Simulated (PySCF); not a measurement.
**C$_{4}$H$_{8}$ClFSi$_{2}$: density, localisation and related maps**

```
atom    x (Å)    y (Å)    z (Å)
   F  -2.0981  -0.9708  -1.5894
   C  -1.9883   0.1225  -0.7827
  Cl  -3.3198   1.2429  -1.2331
   C  -2.0548  -0.2718   0.6646
  Si  -0.6067  -1.4425   1.1256
   C   0.9278  -0.4836   0.7452
   C   1.9102   0.1714   0.4726
  Si   3.3986   1.1911   0.0502
   H  -1.0508   0.6234  -1.0484
   H  -2.0178   0.6342   1.2675
   H  -3.0131  -0.7550   0.8549
   H  -0.6979  -1.7118   2.5635
   H  -0.6584  -2.6621   0.3205
   H   4.3926   0.9978   1.1075
   H   2.9658   2.5892  -0.0161
   H   3.9031   0.7341  -1.2463
```

Geometry: GFN2-xTB.

Theory: PySCF, PBE0/pcSseg-1, SCF density, gas phase, non-relativistic.

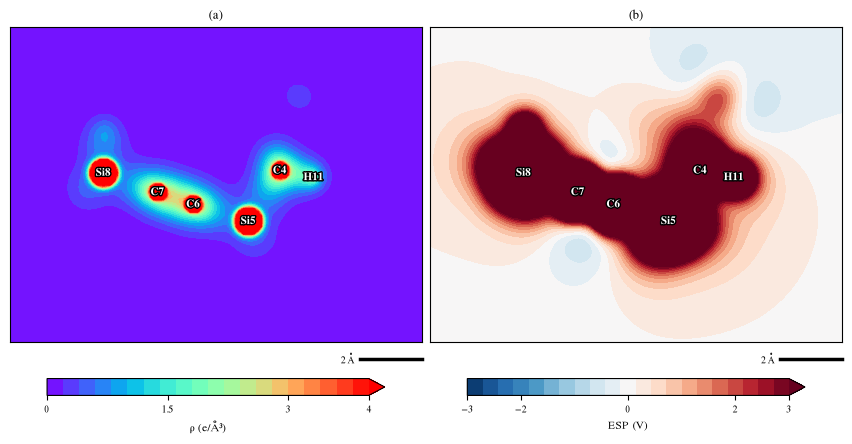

Figure 1. (a) total electron density; (b) molecular electrostatic potential on the plane of atoms C4, Si5 and C6.

Describe what can be read from this map.

Answer.
- Atoms in the plane: C, Si and H.
- C–C (1.21 Å): ρ is about 2.8 e/Å³ halfway.
- C–Si (1.85 Å): ρ at the midpoint is about 0.93 e/Å³.
- C–H (1.09 Å): the density is about 2 e/Å³ at the midpoint.
- C–Si (1.92 Å): the density is about 0.89 e/Å³ at the midpoint.
- Outside the dense part of the molecule the potential is most negative (−0.6 V) near C7.

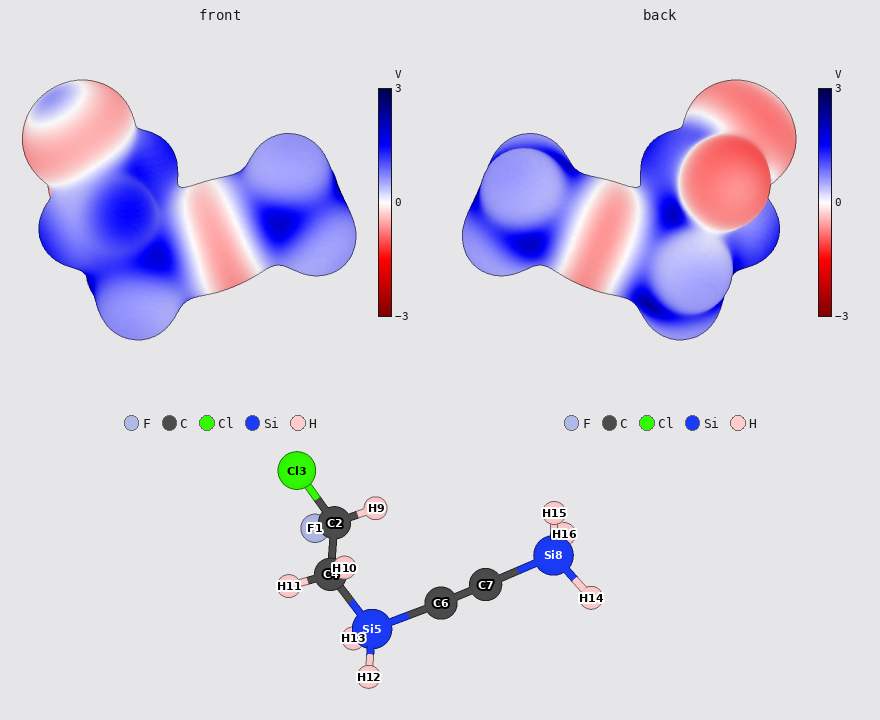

Figure 2. The molecular electrostatic potential painted on the density surface at 0.004 e/bohr³, seen from the front and from behind; the colour scale runs from red (negative) to blue (positive). The bare structure is drawn below in the same view.

Which sites attract a positive test charge, and which a negative one?

Answer. A positive charge is drawn to the negative regions and a negative charge to the positive ones. The most negative region (about −1.0 V, or −23 kcal/mol for a unit charge) lies over F1, the most positive (about +2.4 V, or +55 kcal/mol for a unit charge) over Si5 and Si8. Cl3 shows a σ-hole: about +0.6 V, or +14 kcal/mol for a unit charge at the tip opposite its bond, against about −0.6 V, or −14 kcal/mol for a unit charge on its flanks.
